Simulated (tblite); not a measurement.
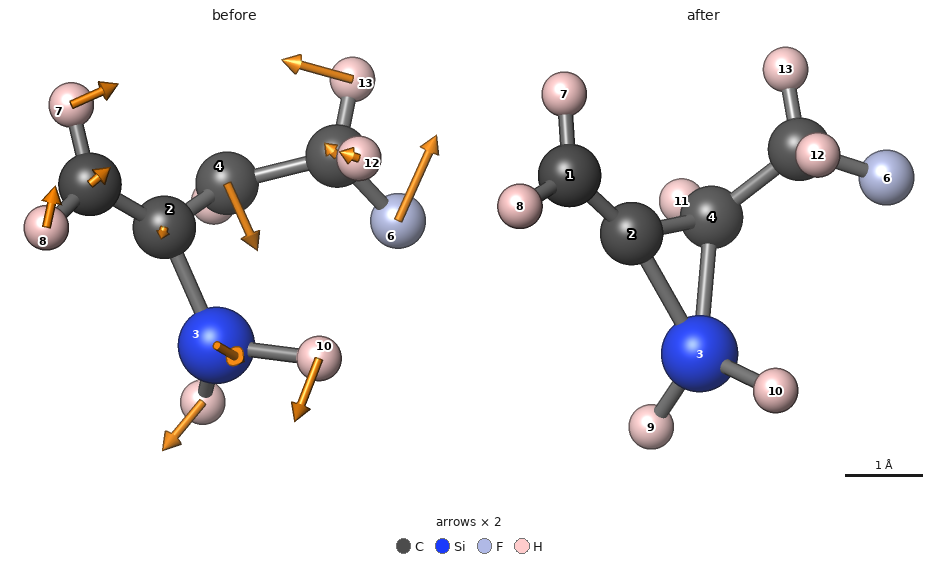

The structure of C4H7FSi before (left) and after (right) a relaxation, at one scale. The orange arrows give the displacements, 2 times their true length.

A ball-and-stick model, seen at a tilt.

Theory: GFN2-xTB geometry optimisation, gas phase in tblite 0.8.0. 

> What changed between the two?

Over 82 geometry steps the energy falls by 37.1 kcal/mol. The largest move after the best rigid fit is that of the F atom, 0.63 Å. Largest moves by element: F 0.63 Å, H 0.51 Å, C 0.50 Å, Si 0.35 Å. Among the contacts that change: C–Si 2.302 → 1.912 Å, C–Si 1.697 → 1.858 Å, C–C 1.407 → 1.509 Å, H–Si 1.495 → 1.451 Å. Among the angles between lasting bonds that change: Si–C–C 95.3° → 68.3°, C–C–Si 135.4° → 155.1°, C–C–C 129.4° → 136.1°.
